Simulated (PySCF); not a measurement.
**One shape, several levels: BH2O (SMILES [BH]O)**

Wanted: a comparison of 3 runs (UMP2/cc-pVDZ-DK, NEVPT2(3,5)/pc-1, TD-rSCAN/ma-def2-TZVP) of BH2O. Input form: a Python script.

The results are computed with PySCF 2.14.0.

8 further runs of the same task are left out: 6 that didn't finish, 2 set aside as unsound or not needed.

**1. The molecule**

The species is BH2O (4 atoms), meant as a doublet with charge 0. SMILES: `[BH]O`. The coordinates come from a PBE0-D4/def2-TZVP relaxation.

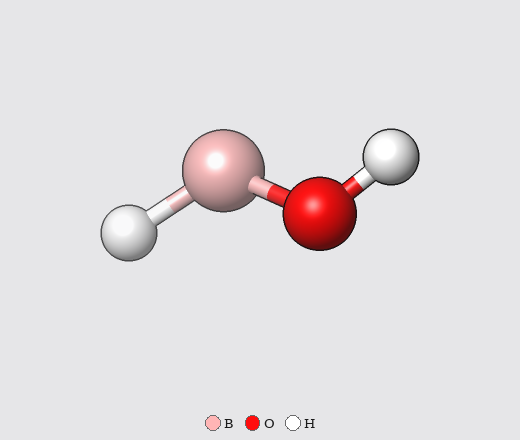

The structure, seen from a chosen angle (boron pink, oxygen red, hydrogen white).

**2. A single-point energy at UMP2/cc-pVDZ-DK (sfX2C, ddCOSMO water) (run 1)**

run.py reads:

```python
from pyscf import gto, scf, mp, solvent

molecule = gto.M(
    atom='''
B
O 1 1.333089
H 1 1.200741 2 120.96684
H 2 0.961414 1 114.64972 3 -179.98679
''',
    symmetry=True,
    spin=1,
    verbose=4,
    basis='cc-pvdz-dk',
    charge=0,
    max_memory=1860,
)

mf = scf.UHF(molecule)
mf = mf.sfx2c1e()
mf = mf.ddCOSMO()
mf.with_solvent.eps = 78.3553  # water
mf.init_guess = 'atom'
mf.max_cycle = 100
mf.kernel()
if not mf.converged:
    mf = mf.newton().run(mf.mo_coeff, mf.mo_occ)

pt = mp.MP2(mf).run()
etot = pt.e_tot
print('E(%s) = %.9f' % ('MP2', etot))
```

Launch:

```
$ OMP_NUM_THREADS=1 python run.py
```

Output:

```text
PySCF version 2.14.0

[INPUT] num. atoms = 4
[INPUT] num. electrons = 15
[INPUT] charge = 0
[INPUT] spin (= nelec alpha-beta = 2S) = 1
[INPUT] symmetry True subgroup None
[INPUT] Mole.unit = angstrom
[INPUT] Symbol           X                Y                Z      unit          X                Y                Z       unit  Magmom
[INPUT]  1 B      0.000000000000   0.000000000000   0.000000000000 AA    0.000000000000   0.000000000000   0.000000000000 Bohr   0.0
[INPUT]  2 O      1.333089000000   0.000000000000   0.000000000000 AA    2.519173109670   0.000000000000   0.000000000000 Bohr   0.0
[INPUT]  3 H     -0.617831558063   0.000000000000   1.029593664968 AA   -1.167532435852   0.000000000000   1.945650046377 Bohr   0.0
[INPUT]  4 H      1.734065600722   0.000201462656  -0.873804671813 AA    3.276909067395   0.000380709244  -1.651251516092 Bohr   0.0

[... 100 lines left out ...]
Atomic HF for atom  O  converged. SCF energy = -74.2648159267566
[... 6 lines left out ...]
Solvent Energy = -8.40015512767546e-05
[... 11 lines left out ...]
Solvent Energy = -0.00418943817592679
[... 11 lines left out ...]
Solvent Energy = -0.00459455871174142
[... 11 lines left out ...]
Solvent Energy = -0.00460460010943336
[... 11 lines left out ...]
Solvent Energy = -0.00460827552066633
[... 11 lines left out ...]
Solvent Energy = -0.00460861359637217
[... 11 lines left out ...]
Solvent Energy = -0.00460841867622882
[... 7 lines left out ...]
converged SCF energy = -100.756610019171  <S^2> = 0.75338259  2S+1 = 2.0033797
[... 1 line left out ...]
******** <class 'pyscf.mp.ump2.UMP2'> ********
nocc = (np.int64(8), np.int64(7)), nmo = (38, 38)
E(UMP2) = -101.014769197578  E_corr = -0.258159178407059
E(SCS-UMP2) = -101.010351280547  E_corr = -0.253741261375498
E_corr(same-spin) = -0.0646727915918914
E_corr(oppo-spin) = -0.193486386815167
E(MP2) = -101.014769198
```

It took 3.6 s on 1 thread of Intel Xeon Platinum 8375C at 2.90GHz (Ice Lake), shared host; peak memory 0.17 GiB.

**3. A single-point energy at NEVPT2(3,5)/pc-1 (density fitting with aug-cc-pvtz-jkfit) (run 2)**

calc.py reads:

```python
# [BH]O
from pyscf import gto, mcscf, mrpt

mol = gto.Mole()
mol.atom = '''
B
O 1 1.333089
H 1 1.200741 2 120.96684
H 2 0.961414 1 114.64972 3 -179.98679
'''
mol.basis = 'pc-1'
mol.max_memory = 1860
mol.verbose = 4
mol.spin = 1
mol.symmetry = True
mol.build()

calc0 = mol.ROHF()
calc0 = calc0.density_fit(auxbasis='aug-cc-pvtz-jkfit')
calc0 = calc0.newton()
calc0.kernel()

cas = mcscf.CASSCF(calc0, 5, 3)
cas.fix_spin_(ss=0.75)
cas.natorb = True
cas.kernel()
e_pt2 = mrpt.NEVPT(cas).kernel()
etot = cas.e_tot + e_pt2
print(f'total energy: {etot:.8f} hartree')
calc0.analyze()
```

Launch:

```
$ OMP_NUM_THREADS=1 python calc.py
```

Output:

```text
PySCF version 2.14.0

[INPUT] num. atoms = 4
[INPUT] num. electrons = 15
[INPUT] charge = 0
[INPUT] spin (= nelec alpha-beta = 2S) = 1
[INPUT] symmetry True subgroup None
[INPUT] Mole.unit = angstrom
[INPUT] Symbol           X                Y                Z      unit          X                Y                Z       unit  Magmom
[INPUT]  1 B      0.000000000000   0.000000000000   0.000000000000 AA    0.000000000000   0.000000000000   0.000000000000 Bohr   0.0
[INPUT]  2 O      1.333089000000   0.000000000000   0.000000000000 AA    2.519173109670   0.000000000000   0.000000000000 Bohr   0.0
[INPUT]  3 H     -0.617831558063   0.000000000000   1.029593664968 AA   -1.167532435852   0.000000000000   1.945650046377 Bohr   0.0
[INPUT]  4 H      1.734065600722   0.000201462656  -0.873804671813 AA    3.276909067395   0.000380709244  -1.651251516092 Bohr   0.0

[... 78 lines left out ...]
sorting_mo_energy = False
[... 33 lines left out ...]
Natural orbital (expansion on meta-Lowdin AOs) in CAS space
[... 22 lines left out ...]
Natural orbital (expansion on meta-Lowdin AOs) in CAS space
[... 24 lines left out ...]
total energy: -100.91852366 hartree
[... 2 lines left out ...]
Nuclear Repulsion Energy =              25.941703384924715
[... 1 line left out ...]
Two-electron Energy =                   61.993734901640579
[... 1 line left out ...]
DFT Exchange-Correlation Energy =      -12.831812511907657
[... 4 lines left out ...]
MO #2   energy= -7.63530275057503  | -7.64484141244837  | -7.62576408870171  occ= 2
[... 2 lines left out ...]
MO #38  energy= 3.89657623658118   | 3.8945694328722    | 3.89858304029016   occ= 0
[... 6 lines left out ...]
pop of  0 B 2py           0.22121
pop of  0 B 2pz           0.87558
pop of  0 B 3px           0.01526
pop of  0 B 3py           0.00074
pop of  0 B 3pz           0.00752
pop of  0 B 3dxy          0.00310
pop of  0 B 3dyz          0.00000
pop of  0 B 3dz^2         0.00250
pop of  0 B 3dxz          0.00262
pop of  0 B 3dx2-y2       0.00311
pop of  1 O 1s            1.99999
pop of  1 O 2s            1.56277
pop of  1 O 3s            0.00134
pop of  1 O 2px           1.58059
pop of  1 O 2py           1.76839
pop of  1 O 2pz           1.57611
pop of  1 O 3px           0.00444
pop of  1 O 3py           0.00355
pop of  1 O 3pz           0.00433
pop of  1 O 3dxy          0.00102
pop of  1 O 3dyz          0.00069
pop of  1 O 3dz^2         0.00397
pop of  1 O 3dxz          0.00135
pop of  1 O 3dx2-y2       0.00317
pop of  2 H 1s            1.01308
pop of  2 H 2s            0.00554
pop of  2 H 2px           0.00068
pop of  2 H 2py           0.00001
pop of  2 H 2pz           0.00164
pop of  3 H 1s            0.63054
pop of  3 H 2s            0.01606
pop of  3 H 2px           0.00129
pop of  3 H 2py           0.00129
pop of  3 H 2pz           0.00228
 ** Mulliken atomic charges  **
charge of    0B =      0.18411
charge of    1O =     -0.51170
charge of    2H =     -0.02095
charge of    3H =      0.34854
Dipole moment(X, Y, Z, Debye):  0.53619,  0.00033, -1.41466
```

Wall time 3.9 s (1 thread of Intel Xeon Platinum 8375C at 2.90GHz (Ice Lake), shared host); peak memory 0.13 GiB.

**4. The vertical excitations at TD-rSCAN/ma-def2-TZVP (density fitting with aug-cc-pvtz-jkfit) (run 3)**

mol.xyz reads:

```xyz
4

B     -0.006100    -0.485500     0.388300
O      0.119700     0.544500    -0.448600
H     -1.064200    -1.032400     0.540300
H      1.006100     0.913200    -0.500300
```

input.py reads:

```python
# [BH]O
from pyscf import gto, dft, tdscf

system = gto.Mole()
system.atom = 'mol.xyz'
system.basis = 'ma-def2-tzvp'
system.verbose = 3
system.spin = 1
system.charge = 0
system.max_memory = 1860
system.build()

calc0 = dft.UKS(system)
calc0.xc = 'rscan'
calc0 = calc0.density_fit(auxbasis='aug-cc-pvtz-jkfit')
calc0.max_cycle = 100
calc0.kernel()
if not calc0.converged:
    calc0 = calc0.newton().run(calc0.mo_coeff, calc0.mo_occ)

e_final = calc0.e_tot
print('E(%s) = %.9f' % ('RSCAN', e_final))

td = tdscf.TDDFT(calc0)
td.nstates = 4
td.kernel()
td.analyze()
roots = td.e * 27.211386
osc = td.oscillator_strength()
print('state   eV      nm      f')
for i, (w, f) in enumerate(zip(roots, osc), 1):
    print('%3d %9.4f %8.1f %9.5f' % (i, w, 1239.842 / w, f))
```

Launch:

```
$ OMP_NUM_THREADS=1 python input.py
```

Output:

```text
WARN: HOMO -0.164518725132837 >= LUMO -0.16451872513284

converged SCF energy = -101.256913434801  <S^2> = 0.75298615  2S+1 = 2.0029839
E(RSCAN) = -101.256913435
Excitation energies (eV)
[2.87935064 4.28320627 5.16942299 5.47067765]

** Excitation energies and oscillator strengths **
state   eV      nm      f
  1    2.8794    430.6   0.01316
  2    4.2832    289.5   0.01244
  3    5.1694    239.8   0.03101
  4    5.4707    226.6   0.02367
```

It took 98 s on 1 thread of Intel Xeon Platinum 8375C at 2.90GHz (Ice Lake), shared host; peak memory 0.42 GiB.

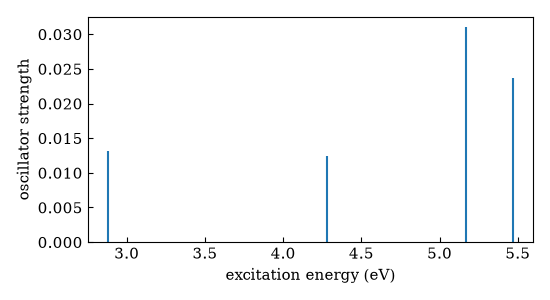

Vertical excitations as sticks.

The roots found:

| excited state | energy (eV) | strength |
| --- | --- | --- |
| 1 | 2.879 | 0.0132 |
| 2 | 4.283 | 0.0124 |
| 3 | 5.169 | 0.0310 |
| 4 | 5.471 | 0.0237 |

**5. The series**

| run | level | integral approximation | dielectric constant | energy (Eh) | dipole moment (D) of the reference | HOMO energy (eV) | LUMO energy (eV) | wall time |
| --- | --- | --- | --- | --- | --- | --- | --- | --- |
| 1 | UMP2/cc-pVDZ-DK (sfX2C, ddCOSMO water) | none | 78.3553 | -101.014769 | 1.72 | -9.02 | 3.27 | 3.6 s |
| 2 | NEVPT2(3,5)/pc-1 (density fitting with aug-cc-pvtz-jkfit) | aug-cc-pvtz-jkfit | – | -100.918524 | 1.51 | – | – | 3.9 s |
| 3 | TD-rSCAN/ma-def2-TZVP (density fitting with aug-cc-pvtz-jkfit) | aug-cc-pvtz-jkfit | – | -101.256913 | 1.46 | -4.74 | -1.70 | 98 s |

**6. Results**

| quantity | value |
| --- | --- |
| run 3: ground-state or mean-field energy | -101.25691 Eh |
| run 3: dipole moment (rSCAN Kohn–Sham density) | 1.46 D |
| run 3: HOMO energy (rSCAN Kohn–Sham orbitals) (highest over α and β) | -4.74 eV |
| run 3: LUMO energy (rSCAN Kohn–Sham orbitals) (lowest over α and β) | -1.70 eV |
| run 3: ⟨S²⟩ of the reference determinant | 0.753 |
| run 3: lowest excitation energy | 2.88 eV |

All runs together took 1.8 min, the longest 98 s.
